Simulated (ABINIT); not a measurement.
## Quasiparticle gap of VBiO4 (Clinobisvanite) in ABINIT

How does a plane-wave GW calculation on VBiO4 (Clinobisvanite) run from the first input to the gap?

Main program and level: ABINIT 10.8.3; LDA and many-body steps on it, plane waves.

**What was measured.**

- Gap 2.27 eV: optical absorption edge, indirect Tauc analysis, light polarized along [-110] (tetragonal axes), perpendicular to principal axis; transmittance and reflectance spectroscopy, Tauc plot; 300 K; bulk crystal (Czochralski single crystal, (110)-oriented, 360 um thick) (“Role of the ferroelastic strain in the optical absorption of BiVO4”, 2020, arxiv:2004.10183).

- Gap 2.38 eV: optical gap from linear extrapolation of the absorption edge; UV-visible absorption, Tauc-type extrapolation; powder (hydrothermally grown porous microspheres, annealed at 500 C) (“Fabrication and performance enhancement of an In2O3/BiVO4 heterojunction for N-butanol gas sensing applications”, 2024, pmc:11650617).

- Gap 2.39 eV: optical absorption edge, indirect Tauc analysis, light polarized along [001] (tetragonal axes), parallel to principal axis; transmittance and reflectance spectroscopy, Tauc plot; 300 K; bulk crystal (Czochralski single crystal, (110)-oriented, 360 um thick) (“Role of the ferroelastic strain in the optical absorption of BiVO4”, 2020, arxiv:2004.10183).

**1. The structure**

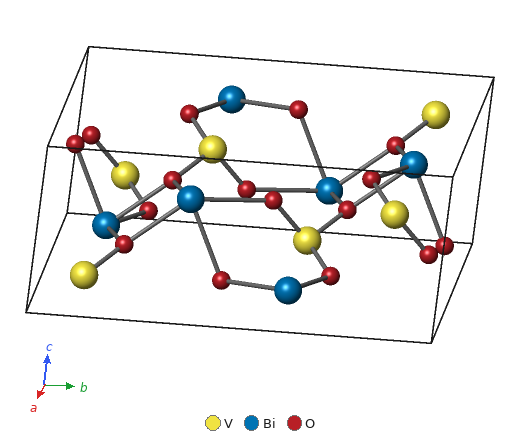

Start, viewed slightly off an axis; vanadium yellow, bismuth blue, oxygen red. This picture shows the conventional cell, with its axes. Some periodic images of atoms are drawn too.

The cell and positions come from the Crystallography Open Database and are kept as given unless a step says otherwise. Spin-orbit coupling is left out unless a step names it.

**2. Ground state**

This step: ABINIT 10.8.3; DFT, LDA, plane waves, norm-conserving pseudopotentials.

The ground-state density comes first.

File run.abi:

```
acell 3*1.0 Angstrom
rprim 
  3.623583094700 -5.848600000000 -0.000000000000
  3.623583094700 5.848600000000 0.000000000000
  -3.550011012700 0.000000000000 3.647394391800
ntypat 3
znucl 23 83 8
natom 12
typat 1 1 2 2 3 3 3 3 3 3 3 3
xred 
  0.870000000000 0.130000000000 0.750000000000
  0.130000000000 0.870000000000 0.250000000000
  0.366500000000 0.633500000000 0.750000000000
  0.633500000000 0.366500000000 0.250000000000
  0.938300000000 0.354700000000 0.638800000000
  0.645300000000 0.061700000000 0.861200000000
  0.061700000000 0.645300000000 0.361200000000
  0.354700000000 0.938300000000 0.138800000000
  0.811300000000 0.709900000000 0.879600000000
  0.290100000000 0.188700000000 0.620400000000
  0.188700000000 0.290100000000 0.120400000000
  0.709900000000 0.811300000000 0.379600000000
pp_dirpath "pseudos"
pseudos "V.upf, Bi.upf, O.upf"
ecut 42
ngkpt 4 4 4
nshiftk 1
shiftk 0 0 0
kptopt 1
chksymbreak 0
nband 70
occopt 1
tolvrs 1e-08
nstep 60
prtwf 0
optforces 0
optstress 0
indata_prefix "in"
outdata_prefix "out"
tmpdata_prefix "tmp"
```

The run is started by

```console
OMP_NUM_THREADS=1 mpirun -n 4 abinit run.abi > log
```

Numbers of over 12 decimals in the logs are rounded to 6 here.

Log:

```text
.Version 10.8.3 of ABINIT. v10.8.2 released Aug 2026.

 Symmetries : space group C2/c (# 15); Bravais mC (1-face-center monocl.)
================================================================================
 Values of the parameters that define the memory need of the present run
     intxc =       0    ionmov =       0      iscf =       7    lmnmax =       6
     lnmax =       6     mgfft =      80  mpssoang =       3    mqgrid =    3001
     natom =      12  nloc_mem =       1    nspden =       1   nspinor =       1
    nsppol =       1      nsym =       4    n1xccc =    2501    ntypat =       3
    occopt =       1   xclevel =       1
-    mband =          70        mffmem =           1         mkmem =           6
       mpw =       13604          nfft =      384000          nkpt =          24
================================================================================
  Rough estimation (10% accuracy) of disk space for files :
================================================================================

--------------------------------------------------------------------------------
------------- Echo of variables that govern the present computation ------------
--------------------------------------------------------------------------------
 -outvars: echo values of preprocessed input variables --------
            acell      1.8897261259E+00  1.8897261259E+00  1.8897261259E+00 Bohr

      chksymbreak           0
             ecut      4.20000000E+01 Hartree
-          fftalg         312

              ixc       -1012
              kpt      0.00000000E+00  0.00000000E+00  0.00000000E+00
                       2.50000000E-01  0.00000000E+00  0.00000000E+00
                       5.00000000E-01  0.00000000E+00  0.00000000E+00
                       2.50000000E-01  2.50000000E-01  0.00000000E+00
                       5.00000000E-01  2.50000000E-01  0.00000000E+00
                      -2.50000000E-01  2.50000000E-01  0.00000000E+00
                       5.00000000E-01  5.00000000E-01  0.00000000E+00
                       0.00000000E+00  0.00000000E+00  2.50000000E-01
                       2.50000000E-01  0.00000000E+00  2.50000000E-01
   [... 13 further rows ...]
                      -2.50000000E-01  2.50000000E-01  5.00000000E-01
                       5.00000000E-01  5.00000000E-01  5.00000000E-01
         kptrlatt        4    0    0      0    4    0      0    0    4
          kptrlen      3.84733121E+01
P           mkmem           6
            natom          12
            nband          70
            ngfft          80      80      60
             nkpt          24
            nstep          60
             nsym           4
           ntypat           3
              occ      2.000000  2.000000  2.000000  2.000000  2.000000  2.000000
                       2.000000  2.000000  2.000000  2.000000  2.000000  2.000000
                       2.000000  2.000000  2.000000  2.000000  2.000000  2.000000
                       2.000000  2.000000  2.000000  2.000000  2.000000  2.000000
                       2.000000  2.000000  2.000000  2.000000  2.000000  2.000000
                       2.000000  2.000000  2.000000  2.000000  2.000000  2.000000
                       2.000000  2.000000  2.000000  2.000000  2.000000  2.000000
                       2.000000  2.000000  2.000000  2.000000  2.000000  2.000000
                       2.000000  2.000000  2.000000  2.000000  2.000000  2.000000
                       2.000000  2.000000  2.000000  2.000000  2.000000  2.000000
                       0.000000  0.000000  0.000000  0.000000  0.000000  0.000000
                       0.000000  0.000000  0.000000  0.000000
        optforces           0
        optstress           0
            prtwf           0
            rprim      3.6235830947E+00 -5.8486000000E+00 -0.0000000000E+00
[...]
spgroup          15

           tolvrs      1.00000000E-08

             xred      8.7000000000E-01  1.3000000000E-01  7.5000000000E-01
[...]
znucl       23.00000   83.00000    8.00000

================================================================================

 chkinp: Checking input parameters for consistency.

================================================================================
== DATASET  1 ==================================================================
-   mpi_nproc: 4, omp_nthreads: 1 (-1 if OMP is not activated)

--- !DatasetInfo
iteration_state: {dtset: 1, }
dimensions: {natom: 12, nkpt: 24, mband: 70, nsppol: 1, nspinor: 1, nspden: 1, mpw: 13604, }
cutoff_energies: {ecut:  42.0, pawecutdg:  -1.0, }
electrons: {nelect:   1.20000000E+02, charge:   0.00000000E+00, occopt:   1.00000000E+00, tsmear:   1.00000000E-02, }

 Real(R)+Recip(G) space primitive vectors, cartesian coordinates (Bohr,Bohr^-1):
 R(1)=  6.8475796-11.0522522  0.0000000  G(1)=  0.0730185 -0.0452396  0.0710689
 R(2)=  6.8475796 11.0522522  0.0000000  G(2)=  0.0730185  0.0452396  0.0710689
 R(3)= -6.7085486  0.0000000  6.8925765  G(3)=  0.0000000  0.0000000  0.1450836
 Unit cell volume ucvol=  1.0432766E+03 bohr^3
 Angles (23,13,12)=  1.11551715E+02  1.11551715E+02  1.16438255E+02 degrees

 getcut: wavevector=  0.0000  0.0000  0.0000  ngfft=  80  80  60
         ecut(hartree)=     42.000   => boxcut(ratio)=   2.10928

[...]
_setup2: Arith. and geom. avg. npw (full set) are   13560.141   13560.129

================================================================================

--- !BeginCycle
iteration_state: {dtset: 1, }
solver: {iscf: 7, nstep: 60, nline: 4, wfoptalg: 0, }
tolerances: {tolvrs: 1.00E-08, }

     iter   Etot(hartree)      deltaE(h)  residm     vres2
 ETOT  1  -741.96442936886    -7.420E+02 1.924E-01 8.828E+03
 ETOT  2  -717.09537886995     2.487E+01 7.802E-02 2.089E+05
 ETOT  3  -744.11276024152    -2.702E+01 4.926E-02 1.262E+03
 ETOT  4  -744.27175379466    -1.590E-01 2.321E-02 2.465E+02
 ETOT  5  -744.29385161845    -2.210E-02 6.805E-03 2.329E+02
 ETOT  6  -744.30801994951    -1.417E-02 1.391E-02 2.076E+01
 ETOT  7  -744.31124025991    -3.220E-03 5.860E-03 8.587E-01
 ETOT  8  -744.31131943029    -7.917E-05 6.599E-03 1.826E-01
 ETOT  9  -744.31134242160    -2.299E-05 2.494E-03 6.986E-03
 ETOT 10  -744.31134304967    -6.281E-07 1.706E-03 4.163E-05
 ETOT 11  -744.31134305550    -5.829E-09 1.541E-03 2.074E-05
 ETOT 12  -744.31134305708    -1.581E-09 1.159E-03 1.324E-06
 ETOT 13  -744.31134305717    -8.367E-11 1.593E-03 6.769E-08
 ETOT 14  -744.31134305721    -4.002E-11 9.707E-04 1.756E-09

 At SCF step   14       vres2   =  1.76E-09 < tolvrs=  1.00E-08 =>converged.

--- !ResultsGS
iteration_state: {dtset: 1, }
comment   : Summary of ground state results
lattice_vectors:
- [  6.8475796, -11.0522522,  -0.0000000, ]
- [  6.8475796,  11.0522522,   0.0000000, ]
- [ -6.7085486,   0.0000000,   6.8925765, ]
lattice_lengths: [  13.00160,   13.00160,    9.61833, ]
lattice_angles: [111.552, 111.552, 116.438, ] # degrees, (23, 13, 12)
lattice_volume:   1.0432766E+03
convergence: {deltae: -4.002E-11, res2:  1.756E-09, residm:  9.707E-04, diffor:  0.000E+00, }
etotal    :  -7.44311343E+02
entropy   :   0.00000000E+00
fermie    :   1.98658502E-01
cartesian_stress_tensor: null
pressure_GPa: null
xred      :
- [  8.7000E-01,   1.3000E-01,   7.5000E-01,  V]
- [  1.3000E-01,   8.7000E-01,   2.5000E-01,  V]
- [  3.6650E-01,   6.3350E-01,   7.5000E-01, Bi]
- [  6.3350E-01,   3.6650E-01,   2.5000E-01, Bi]
- [  9.3830E-01,   3.5470E-01,   6.3880E-01,  O]
- [  6.4530E-01,   6.1700E-02,   8.6120E-01,  O]
- [  6.1700E-02,   6.4530E-01,   3.6120E-01,  O]
- [  3.5470E-01,   9.3830E-01,   1.3880E-01,  O]
- [  8.1130E-01,   7.0990E-01,   8.7960E-01,  O]
- [  2.9010E-01,   1.8870E-01,   6.2040E-01,  O]
- [  1.8870E-01,   2.9010E-01,   1.2040E-01,  O]
- [  7.0990E-01,   8.1130E-01,   3.7960E-01,  O]
cartesian_forces: null
force_length_stats: {min: null, max: null, mean: null, }

 Integrated electronic density in atomic spheres:
 ------------------------------------------------
 Atom  Sphere_radius  Integrated_density
[...]
================================================================================

 ----iterations are completed or convergence reached----

 Mean square residual over all n,k,spin=   26.715E-07; max=  97.067E-05
 reduced coordinates (array xred) for   12 atoms
[...]
0.354700000000      0.938300000000      0.138800000000
       0.811300000000      0.709900000000      0.879600000000
       0.290100000000      0.188700000000      0.620400000000
       0.188700000000      0.290100000000      0.120400000000
       0.709900000000      0.811300000000      0.379600000000
 rms dE/dt=  0.0000E+00; max dE/dt=  0.0000E+00; dE/dt below (all hartree)
    1       0.000000000000      0.000000000000      0.000000000000
    2       0.000000000000      0.000000000000      0.000000000000
    3       0.000000000000      0.000000000000      0.000000000000
    4       0.000000000000      0.000000000000      0.000000000000
    5       0.000000000000      0.000000000000      0.000000000000
    6       0.000000000000      0.000000000000      0.000000000000
    7       0.000000000000      0.000000000000      0.000000000000
    8       0.000000000000      0.000000000000      0.000000000000
    9       0.000000000000      0.000000000000      0.000000000000
[...]
cartesian coordinates (angstrom) at end:
[...]
8      4.192551     3.413243     0.506258
    9      2.389605    -0.593048     3.208248
   10     -0.467455    -0.593048     2.262843
   11      1.307550     0.593048     0.439146
   12      4.164610     0.593048     1.384551
 length scales=  1.889726125908  1.889726125908  1.889726125908 bohr
              =  1.000000000000  1.000000000000  1.000000000000 angstroms
 prteigrs : about to open file out_EIG
 Fermi (or HOMO) energy (hartree) =   0.19866   Average Vxc (hartree)=  -0.42703
 Eigenvalues (hartree) for nkpt=  24  k points:
 kpt#   1, nband= 70, wtk=  0.01563, kpt=  0.0000  0.0000  0.0000 (reduced coord)
  -5.40306   -5.40306   -3.12272   -3.12271   -3.12242   -3.12241   -3.12169   -3.12168
  -2.13395   -2.13392   -1.19087   -1.19075   -1.18851   -1.18810   -1.18799   -1.18794
  -0.60046   -0.59925   -0.59834   -0.59762   -0.59698   -0.59681   -0.59676   -0.59635
  -0.59547   -0.59539   -0.45527   -0.40504   -0.39864   -0.39285   -0.39242   -0.38827
  -0.38445   -0.37997   -0.16253   -0.12443    0.00826    0.01986    0.02995    0.03537
   0.05438    0.06468    0.07619    0.07988    0.08379    0.08776    0.09626    0.10444
   0.11453    0.11804    0.11818    0.13203    0.13686    0.13945    0.14302    0.14521
   0.16457    0.17617    0.17819    0.18377    0.29275    0.30893    0.32047    0.32713
   0.34834    0.35503    0.35806    0.35955    0.36530    0.36622
 prteigrs : prtvol=0 or 1, do not print more k-points.

--- !EnergyTerms
iteration_state     : {dtset: 1, }
comment             : Components of total free energy in Hartree
kinetic             :  2.78466171025959E+02
hartree             :  2.00861884771592E+02
xc                  : -1.26250777591770E+02
Ewald energy        : -4.46860914852584E+02
psp_core            :  1.55196158167582E+01
local_psp           : -6.71360174866638E+02
non_local_psp       :  5.31285263947516E+00
total_energy        : -7.44311343057208E+02
total_energy_eV     : -2.02537434431946E+04
band_energy         : -9.58040374725517E+01

== END DATASET(S) ==============================================================
================================================================================

 -outvars: echo values of variables after computation  --------
           etotal     -7.4431134306E+02
            nband          70
             nkpt          24
          spgroup          15
 [... the other variables as echoed above ...]

 Calculation completed.
```

Run time: 8.1 min. Hardware: 4 MPI ranks of Arm Neoverse V1, shared host; peak memory 0.94 GiB.

Numbers from this step:

| Quantity | Value |
| --- | --- |
| total energy | -20253.7434 eV |
| gap | 2.302 eV |
| k of the valence top | 0.25, 0.25, 0 |
| k of the conduction bottom | 0.5, 0, 0.5 |
| least direct gap | 2.346 eV |

The gap is indirect, with the least direct gap 0.04 eV higher.

(Part 1 of 3 ends here.)

[Paths, hosts, dates, memory and timing lines, banners, echoed tables and standing remarks are left out of the program output.]

[Logs are printed without paths, hosts, clocks, repeated set-up lines and the standing remarks that a program may print on its own settings, such as how far it seeks lower states.]

[Runs of the session that timed out or met a known fault of the program may be left out.]

[Hosts, paths, dates, database ids (printed as entryN), source tags and the programs' standing remarks are cut or masked in the printed files.]

[G0W0 gaps are taken among the corrected bands and points alone; a level outside them can change the order at an edge.]

[Where Ansatz stands beside ABINIT at settings called matched, ABINIT's density can come from a denser mesh and the files from another edition; pairs whose starting gaps differed by over 0.03 eV were left out, so agreement reads better than it is.]
